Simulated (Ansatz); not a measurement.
LiCuAs2

```
CELL_PARAMETERS angstrom
3.67978 0.00000 0.00000
0.00000 3.67978 0.00000
0.00000 0.00000 9.33162
ATOMIC_POSITIONS crystal
Cu 0.00000 0.00000 0.50000
Cu 0.50000 0.50000 0.50000
Li 0.50000 0.00000 0.23624
Li 0.00000 0.50000 0.76376
As 0.00000 0.00000 0.00000
As 0.50000 0.50000 0.00000
As 0.00000 0.50000 0.33484
As 0.50000 0.00000 0.66516
```

Space group P4/nmm; built by placing these elements on a known structure type; computed pressure about 5 GPa in this cell; computed without spin polarisation.

The calculation used Ansatz, DFT, PAW plane waves, r2SCAN.

Core electrons are frozen (PAW), and the valence fields are smoothed inside the atomic spheres.

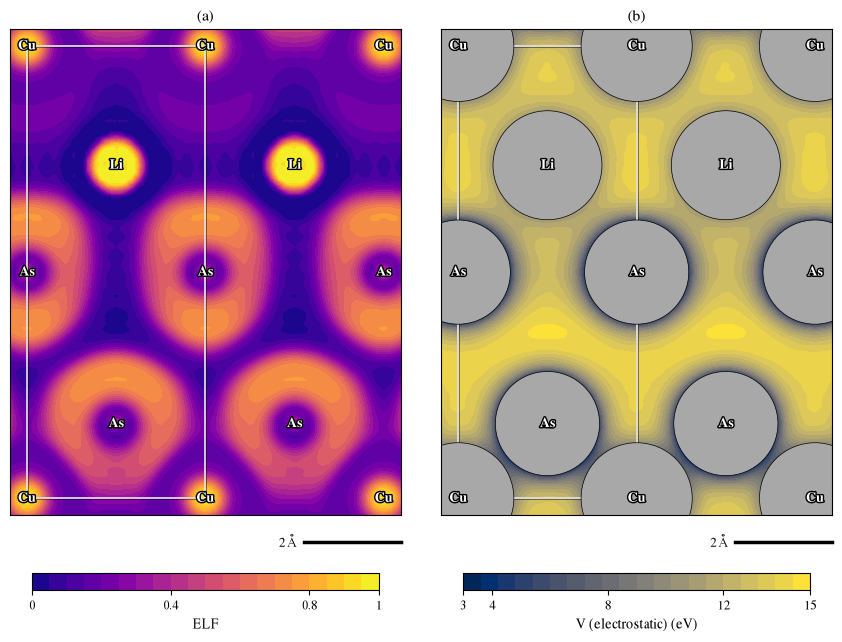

Figure 1. (a) ELF; (b) electrostatic potential (local pseudopotential plus Hartree) felt by an electron on the (100) plane of the conventional cell. Grey discs cover the atomic cores in the potential map.

> What do the fields say about this system?

The section cuts through Cu, Li and As sites. Cu–As (2.40 Å): the ELF is about 0.45 at the midpoint. Li–As (2.87 Å): the ELF is about 0.55 at the midpoint. The features right at Cu and Li lie inside the PAW spheres, where the map follows smoothed inner orbitals and isn't to be read closely. Outside the cores the potential energy rises away from the atoms and is highest about 1.9 Å from the nearest atoms; its zero is arbitrary.

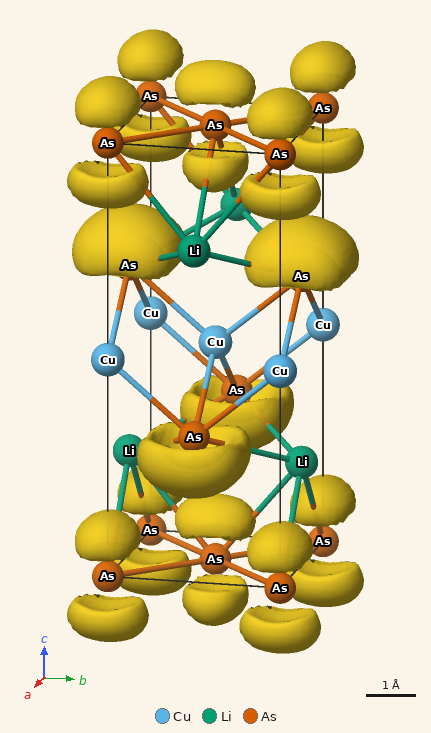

Figure 2. Isosurface of the ELF at 0.65 (yellow), seen slightly off an axis. Core shells are left out. Sticks mark near contacts.

> Where are the electrons localised?

At this value the surface marks out six regions wrapped around As (the valence shell of each), counted in one cell of 8 atoms. Regions shared between cells count once. Profiles from the grid: As–As (2.60 Å): the ELF peaks at about 0.60 between the atoms.

> What Bader charges does the calculation give?

Electrons move from Li towards As. Bader charges: Cu +0.11, Li +0.89 and As −0.67 to −0.32 e.
